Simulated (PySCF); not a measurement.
Input

```
{"job": {"kind": "nmr", "xc": "PBE0", "basis": "pcSseg-1"}, "charge": 0, "multiplicity": 1}
Cl     0.752328    -2.857860    -2.194440
C     -0.285125    -1.761164    -1.226140
C      0.277787    -1.575066     0.173710
B     -0.562407    -0.646506     1.123511
C      0.032516    -0.270850     2.544259
C     -0.949514    -0.384500     3.589440
N     -1.730008    -0.497300     4.417291
H     -1.275284    -2.213745    -1.202275
H     -0.326494    -0.818446    -1.769872
H      1.308702    -1.215741     0.095414
H      0.364340    -2.559657     0.647236
H     -1.605426    -0.220907     0.807072
H      0.905654    -0.862322     2.830779
H      0.341842     0.780163     2.517692
```

Command:

```sh
OMP_NUM_THREADS=1 python probes_run.py task.json out
```

Geometry: GFN2-xTB.

Level of theory: PBE0/pcSseg-1, SCF density, gas phase, non-relativistic in PySCF 2.14.0.

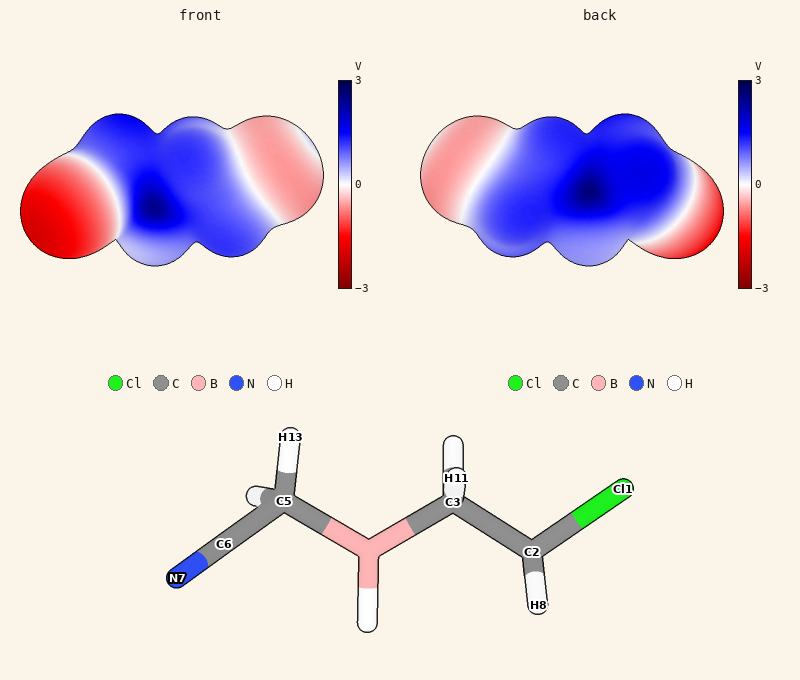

C₄H₇BClN. The electrostatic potential painted on the density surface at 0.002 e/bohr³, seen from the front and from behind; the colour scale runs from red (negative) to blue (positive). The bare structure is drawn below in the same view.

**Which sites attract a positive test charge, and which a negative one?**

A positive charge is drawn to the negative regions and a negative charge to the positive ones. The most negative region (about −1.9 V) lies over N7, the most positive (about +2.4 V) over B4. Cl1 shows a σ-hole: about +0.2 V at the tip opposite its bond, against about −0.5 V on its flanks. N7 is the likeliest acceptor of a hydrogen bond.
